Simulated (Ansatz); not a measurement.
# RPA@PBE/def2-TZVPPD run of HNO (SMILES N=O)

Aim: the electronic atomisation energy of HNO at RPA@PBE/def2-TZVPPD, from 4 runs. 

Program for the calculation: Ansatz 0.2.0.

60 further runs of the same task are left out: 60 set aside as unsound or not needed.

### Step 1. The molecule

HNO has 3 atoms, charge 0, and is taken as a singlet. SMILES: `N=O`. The shape is that of a PBE0-D4/def2-TZVP optimisation.

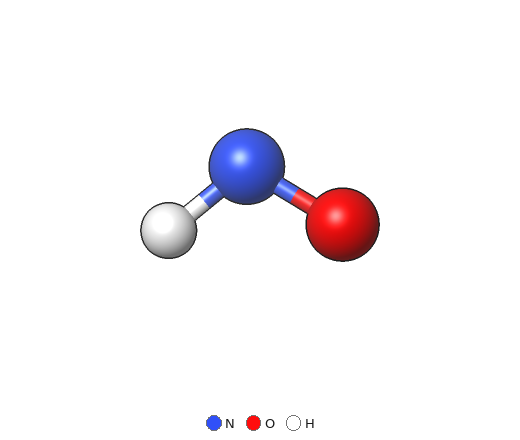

Viewed from a chosen angle; nitrogen blue, oxygen red, hydrogen white.

### Step 2. The energy at RPA@PBE/def2-TZVPPD

File input.yaml:

```yaml
crystal:
  periodic: [false, false, false]
  atoms:
    - {symbol: N, position_ang: [-0.283700, 0.312790, -0.117160]}
    - {symbol: O, position_ang: [0.755300, 0.397200, 0.456500]}
    - {symbol: H, position_ang: [-0.471600, -0.709980, -0.339350]}
basis:
  gaussian:
    orbitals: def2-TZVPPD.json
correlation:
  method: rpa
  frozen_orbitals: {H: 0, "N": 1, O: 1}
accuracy: high
hamiltonian:
  xc: {name: PBE}
magnetization:
  spin_polarized: false
```

The basis set def2-TZVPPD is read from a file made from the Basis Set Exchange's data (not shown).

The run is started by

```sh
ansatz run input.yaml --threads 1 --pin off --max-ram 3480MiB --events-out events.jsonl --progress --plain --runs-dir runs
```

The log of the run:

```text
Warning: RAYON_NUM_THREADS=1 ignored (pool sized by the plan → 1); use --threads N
Functional definition: PBE
  name "PBE"
  parameter kappa = 0.804
  parameter beta = 0.06672455060314922
  exchange = pbe_x(kappa = kappa, mu = beta*pi^2/3)
  correlation = pbe_c(beta = beta)
1451 factors; integrals over basis functions are off by at most 3.5e-9 eV
mean field evaluation 1: about -3546.2115 eV, gradient 3.3e1 eV
mean field evaluation 2: about -3546.2091 eV, gradient 3.3e1 eV
mean field evaluation 4: about -3547.8908 eV, gradient 1.5e1 eV
mean field evaluation 8: about -3548.3125 eV, gradient 1.0e-1 eV
mean field evaluation 16: about -3548.3125 eV, gradient 1.1e-6 eV
mean field -3548.31248839 eV, -130.3980788158 hartree, gradient 3.9e-8 eV, S^2 0.000000; 1 other end points of the search recorded, 0 dependent functions left out; unrestricted orbitals would lower it
mean field evaluation 32: about -3532.6935 eV, gradient 1.8e1 eV
2 core orbitals not correlated: weight in the atoms' cores, before any rotation towards them, 1.000 or more for the frozen orbitals, at most 0.000 for the correlated occupied ones
reference -3532.65048412 eV, -129.8225107749 hartree; 6, 6 occupied and 86, 86 virtual orbitals, 1451 factors
Total energy: -3550.89302067 eV, -130.4929116279 hartree
```

It took 6 s on 1 thread of Arm Neoverse V2, shared host; peak memory 0.28 GiB.

### Step 3. The H atom at the same level

File molecule.yaml:

```yaml
crystal:
  periodic: [false, false, false]
  atoms:
    - symbol: H
      position_ang: [0.000000, 0.000000, 0.000000]
basis:
  gaussian: {orbitals: def2-TZVPPD.json}
magnetization: {spin_polarized: true, initial_magnetization: 1}
hamiltonian: {xc: {name: PBE}}
correlation: {method: rpa, frozen_orbitals: {H: 0}}
accuracy: high
```

The basis set def2-TZVPPD is read from a file made from the Basis Set Exchange's data (not shown).

Run the same way, it converges to -0.51817 Eh (log not shown).

### Step 4. The N atom at the same level

File run.yaml:

```yaml
crystal:
  periodic: [false, false, false]
  atoms:
    - {symbol: N, position_ang: [0.000000, 0.000000, 0.000000]}
basis:
  gaussian:
    orbitals: def2-TZVPPD.json
magnetization:
  spin_polarized: true
  initial_magnetization: 3
hamiltonian:
  xc: pbe
correlation:
  method: rpa
  frozen_orbitals: {"N": 1}
accuracy: high
```

The basis set def2-TZVPPD is read from a file made from the Basis Set Exchange's data (not shown).

Run the same way, it converges to -54.59293 Eh (log not shown).

### Step 5. The O atom, same level

File job.yaml:

```yaml
crystal:
  periodic: [false, false, false]
  atoms:
    - {symbol: O, position_ang: [0.000000, 0.000000, 0.000000]}
basis:
  gaussian: {orbitals: def2-TZVPPD.json}
magnetization: {spin_polarized: true, initial_magnetization: 2}
hamiltonian: {xc: {name: PBE}}
correlation: {method: rpa, frozen_orbitals: {O: 1}}
accuracy: high
```

The basis set def2-TZVPPD is read from a file made from the Basis Set Exchange's data (not shown).

The run is started by

```sh
ansatz run job.yaml --threads 1 --pin off --max-ram 3480MiB --events-out events.jsonl --progress --plain --runs-dir runs
```

The log of the run (excerpt; [...] marks lines left out):

```text
Warning: RAYON_NUM_THREADS=1 ignored (pool sized by the plan → 1); use --threads N
[... 2 set-up lines as earlier in the session ...]
[...]
387 factors; integrals over basis functions are off by at most 3.2e-9 eV
[...]
mean field -2041.14485960 eV, -75.0106900525 hartree, gradient 4.9e-9 eV, S^2 2.003157; 5 other end points of the search recorded, 0 dependent functions left out
1 core orbitals not correlated: weight in the atoms' cores, before any rotation towards them, 1.000 or more for the frozen orbitals, at most 0.000 for the correlated occupied ones
reference -2035.66410096 eV, -74.8092758876 hartree; 4, 2 occupied and 35, 37 virtual orbitals, 387 factors
Total energy: -2042.92668545 eV, -75.0761709447 hartree
```

Wall time 1.4 s (1 thread of Arm Neoverse V2, shared host); peak memory 0.096 GiB.

### Step 6. Results

At RPA@PBE/def2-TZVPPD, 2 core orbitals frozen:

| quantity | value |
| --- | --- |
| molecule: total energy | -130.49291 Eh |
| molecule: RPA correlation energy (valence) | -670.4 mEh |
| H atom: total energy | -0.51817 Eh |
| H atom: RPA correlation energy | -18.8 mEh |
| H atom: ⟨S²⟩ of the reference determinant | 0.750 |
| N atom: total energy | -54.59293 Eh |
| N atom: RPA correlation energy (valence) | -194.6 mEh |
| N atom: ⟨S²⟩ of the reference determinant | 3.753 |
| O atom: total energy | -75.07617 Eh |
| O atom: RPA correlation energy (valence) | -266.9 mEh |
| O atom: ⟨S²⟩ of the reference determinant | 2.003 |
| electronic atomisation energy | 8.317 eV |

In words: Taking the molecule apart into free atoms costs 8.32 eV (802 kJ/mol), before zero-point energy and without spin-orbit coupling. The restricted solution (molecule) is unstable to spin breaking: an unrestricted one lies lower.
